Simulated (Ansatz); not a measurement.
**One shape, several levels: NO+ (nitrosonium)**

Wanted: a comparison of 6 runs (HF/STO-3G, B3LYP/3-21G, PBE0/def2-SVP, B3LYP/6-31G*, PBE0/def2-TZVP, MP2/pcseg-1) of NO+ (nitrosonium). 

The calculation is run with Ansatz 0.2.0.

5 further runs of the same task are left out: 2 that didn't finish, 3 set aside as unsound or not needed.

**1. The molecule**

The species is NO+ (2 atoms), meant as a singlet with charge +1. As SMILES, `N#[O+]`. The bond length is the measured one.

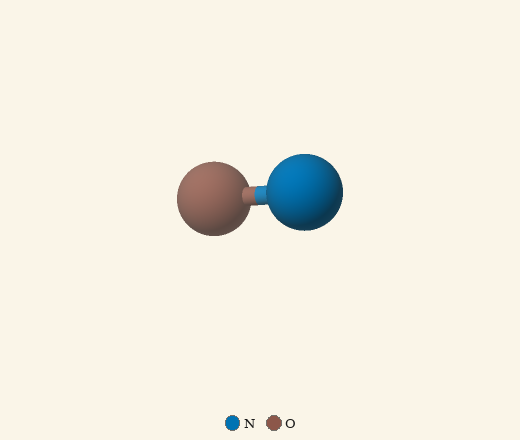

Viewed from a chosen angle; nitrogen blue, oxygen brown.

**2. Energy and forces at HF/STO-3G (run 1)**

The input, in.yaml:

```yaml
crystal:
  periodic: [false, false, false]
  atoms:
    - {symbol: N, position_ang: [0.000000, 0.000000, 0.000000]}
    - {symbol: O, position_ang: [0.000000, 0.000000, 1.063220]}
basis:
  gaussian:
    orbitals: STO-3G
total_charge: 1
hamiltonian:
  xc: hf
accuracy: high
output: {forces: true, orbitals: {seedname: orbitals}}
```

Launch:

```sh
ansatz run in.yaml --threads 1 --pin off --max-ram 2610MiB --events-out events.jsonl --progress --plain --runs-dir runs
```

Standard output:

```text
Warning: RAYON_NUM_THREADS=1 ignored (pool sized by the plan → 1); use --threads N
Functional definition: HF
  name "HF"
  exchange = exact_x
  correlation = 0
149 factors; integrals over basis functions are off by at most 3.3e-8 eV
mean field evaluation 1: about -3459.9783 eV, gradient 2.0e1 eV
mean field evaluation 2: about -3459.9871 eV, gradient 2.0e1 eV
mean field evaluation 4: about -3460.9123 eV, gradient 6.9e-1 eV
mean field evaluation 8: about -3460.9128 eV, gradient 8.4e-7 eV
mean field -3460.91275820 eV, -127.1861979729 hartree, gradient 2.8e-8 eV, S^2 0.000000; 0 other end points of the search recorded, 0 dependent functions left out
the calculation of the forces begins
reference -3460.91275820 eV, -127.1861979729 hartree; 7, 7 occupied and 3, 3 virtual orbitals, 149 factors
Total energy: -3460.91275820 eV, -127.1861979729 hartree
Atom 0 at     0.000000     0.000000     0.000000 Å, force     0.000000     0.000000   -15.218188 eV/Å
Atom 1 at     0.000000     0.000000     1.063220 Å, force    -0.000000    -0.000000    15.218188 eV/Å
Dipole moment:    -0.000000    -0.000000    -0.080195 e Å
```

Wall time 0.06 s (1 thread of Arm Neoverse V2, shared host).

**3. Energy and gradient at B3LYP/3-21G (run 2)**

The input, job.yaml:

```yaml
basis:
  gaussian:
    orbitals: 3-21G.json
crystal:
  periodic: [false, false, false]
  atoms:
    - symbol: N
      position_ang: [0.000000, 0.000000, 0.000000]
    - symbol: O
      position_ang: [0.000000, 0.000000, 1.063220]
hamiltonian:
  xc: {name: B3LYP}
total_charge: 1
accuracy: high
output: {forces: true, orbitals: {seedname: orbitals}}
```

The basis set 3-21G is read from a file made from the Basis Set Exchange's data (not shown).

Launch:

```sh
ansatz run job.yaml --threads 1 --pin off --max-ram 2610MiB --events-out events.jsonl --progress --plain --runs-dir runs
```

Standard output (excerpt; [...] marks lines left out):

```text
Warning: RAYON_NUM_THREADS=1 ignored (pool sized by the plan → 1); use --threads N
Functional definition: B3LYP
  name "B3LYP"
[...]
340 factors; integrals over basis functions are off by at most 3.8e-9 eV
[...]
mean field -3504.17001961 eV, -128.7758730090 hartree, gradient 1.1e-8 eV, S^2 0.000000; 0 other end points of the search recorded, 0 dependent functions left out
[...]
reference -3504.17003303 eV, -128.7758735023 hartree; 7, 7 occupied and 11, 11 virtual orbitals, 340 factors
Total energy: -3504.17003303 eV, -128.7758735023 hartree
Atom 0 at     0.000000     0.000000     0.000000 Å, force     0.000000    -0.000000    -3.082256 eV/Å
Atom 1 at     0.000000     0.000000     1.063220 Å, force    -0.000000     0.000000     3.082256 eV/Å
Dipole moment:    -0.000000    -0.000000    -0.121486 e Å
```

Wall time 0.46 s (1 thread of Arm Neoverse V2, shared host).

Runs 3 to 5 aren't shown in full; the table further down has their settings and results.

**4. Energy and gradient at MP2/pcseg-1 (run 6)**

The input, job.yaml:

```yaml
crystal:
  periodic: [false, false, false]
  atoms:
    - symbol: N
      position_ang: [0.000000, 0.000000, 0.000000]
    - symbol: O
      position_ang: [0.000000, 0.000000, 1.063220]
basis:
  gaussian: {orbitals: pcseg-1.json}
total_charge: 1
correlation: {method: mp2, frozen_orbitals: {"N": 1, O: 1}}
accuracy: high
output: {forces: true, orbitals: {seedname: orbitals}}
```

The basis set pcseg-1 is read from a file made from the Basis Set Exchange's data (not shown).

Launch:

```sh
ansatz run job.yaml --threads 1 --pin off --max-ram 2610MiB --events-out events.jsonl --progress --plain --runs-dir runs
```

Standard output (excerpt; [...] marks lines left out):

```text
Warning: RAYON_NUM_THREADS=1 ignored (pool sized by the plan → 1); use --threads N
Functional definition: HF
  name "HF"
[...]
513 factors; integrals over basis functions are off by at most 3.5e-9 eV
[...]
mean field -3506.80103756 eV, -128.8725611351 hartree, gradient 6.2e-8 eV, S^2 0.000000; 0 other end points of the search recorded, 0 dependent functions left out
2 core orbitals not correlated: weight in the atoms' cores, before any rotation towards them, 1.000 or more for the frozen orbitals, at most 0.000 for the correlated occupied ones
reference -3506.80103756 eV, -128.8725611351 hartree; 5, 5 occupied and 21, 21 virtual orbitals, 513 factors
second order -9.19178122 eV of doubles, -0.00000000 eV of singles
[...]
Total energy: -3515.99281878 eV, -129.2103528645 hartree
Atom 0 at     0.000000     0.000000     0.000000 Å, force     0.000000     0.000000    -4.355331 eV/Å
Atom 1 at     0.000000     0.000000     1.063220 Å, force    -0.000000    -0.000000     4.355331 eV/Å
Dipole moment:     0.000000    -0.000000    -0.057680 e Å
```

It took 0.24 s on 1 thread of Arm Neoverse V2, shared host.

**5. Overview of the runs**

```tsv
run	level	Cartesian functions	frozen core orbitals	energy (Eh)	HOMO energy (eV)	LUMO energy (eV)	HOMO–LUMO gap (eV)	wall time
1	HF/STO-3G	no	–	-127.186198	-30.52	-7.99	22.53	0.06 s
2	B3LYP/3-21G	no	–	-128.775874	-25.02	-14.01	11.01	0.46 s
3	PBE0/def2-SVP	no	–	-129.295525	-25.38	-13.26	12.12	0.6 s
4	B3LYP/6-31G* (Cartesian functions)	yes	–	-129.529487	-25.08	-13.55	11.52	0.68 s
5	PBE0/def2-TZVP	no	–	-129.456107	-25.30	-13.03	12.28	1.4 s
6	MP2/pcseg-1	no	2	-129.210353	-31.13	-7.77	23.36	0.24 s
```

**6. What came out**

```
                                          quantity          value
                               run 6: total energy  -129.21035 Eh
        run 6: HOMO energy (Hartree–Fock orbitals)      -31.13 eV
        run 6: LUMO energy (Hartree–Fock orbitals)       -7.77 eV
      run 6: HOMO–LUMO gap (Hartree–Fock orbitals)       23.36 eV
run 6: correlation energy (2 core orbitals frozen)     -337.8 mEh
                   run 6: largest force on an atom     4.355 eV/Å
```

What this shows: Over runs 1, 2, 3, 4, 5 the HOMO–LUMO gap runs from 11.01 eV (B3LYP/3-21G) to 22.53 eV (HF/STO-3G). The two ends differ in method and basis. Totals of different functionals can't be ranked against each other. In run 1 the basis is minimal, so the values are rough. All runs together took 3.5 s, the longest 1.4 s.
